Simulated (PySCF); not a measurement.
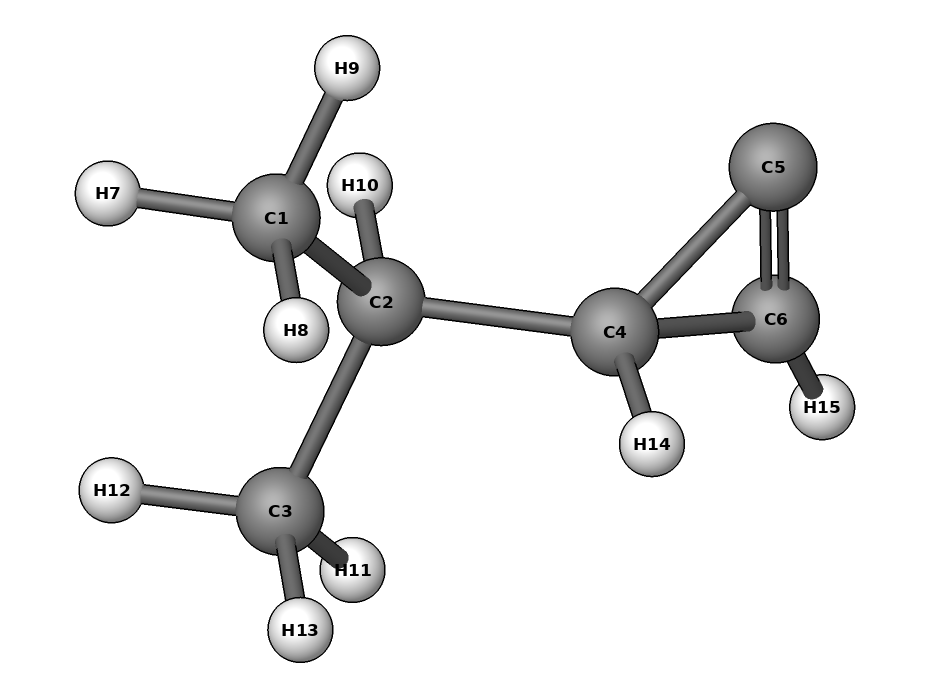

The questions are on Mulliken spin populations. Charge 0, doublet. Computed geometry: GFN2-xTB optimisation. No frequency run is at hand to confirm it as a minimum. Method: UKS B3LYP, pcH-1 on C H, non-relativistic (PySCF 2.14.0).

Q: Which atom carries the largest spin population?

A: C5 (0.65 e).

Q: Which atom has the lowest spin population?

A: C2 (−0.02 e); a negative value comes from spin polarisation.

List the Mulliken spin populations.

```
atom  value (e)
  C1       0.01
  C2      −0.02
  C3       0.01
  C4       0.31
  C5       0.65
  C6       0.05
  H7       0.00
  H8       0.00
  H9       0.00
 H10       0.00
 H11       0.00
 H12       0.00
 H13       0.00
 H14      −0.01
 H15       0.00
```

Mulliken values depend strongly on the basis set.
